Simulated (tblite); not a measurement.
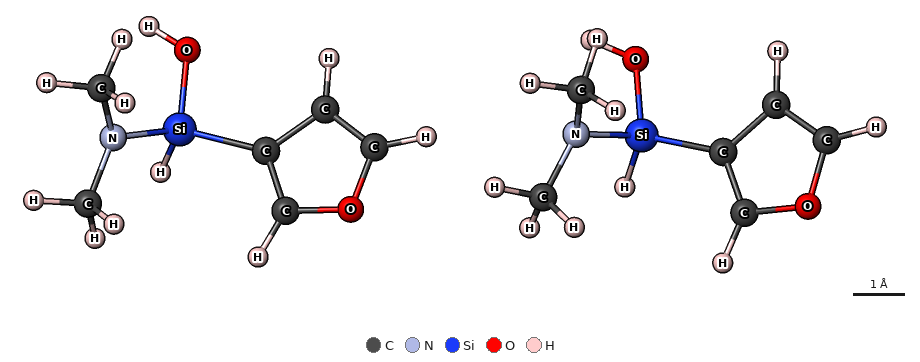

Two geometries of C6H11NO2Si, drawn at one scale. One is the start of a relaxation, the other its converged end. A ball-and-stick model, seen at a tilt.

Computed with tblite 0.8.0, GFN2-xTB geometry optimisation, gas phase. 

Q: Which geometry has the lower energy?

A: The left one is the relaxed one. An H atom moves most after the best rigid fit: 0.64 Å. Largest moves by element: H 0.64 Å, O 0.52 Å, C 0.39 Å, Si 0.21 Å, N 0.16 Å. Some distances before and after: C–N 1.483 → 1.444 Å, C–Si 1.839 → 1.875 Å, O–Si 1.655 → 1.628 Å, C–O 1.369 → 1.343 Å. Among the angles between lasting bonds that change: O–Si–C 114.3° → 103.1°, Si–O–H 112.2° → 119.5°, N–Si–O 102.1° → 109.1°. Groups turn about O–Si by about 30°. The energy falls by 0.290 eV in 149 geometry steps. Cost: 2.4 s on 1 thread of Arm Neoverse N1 (shared host).
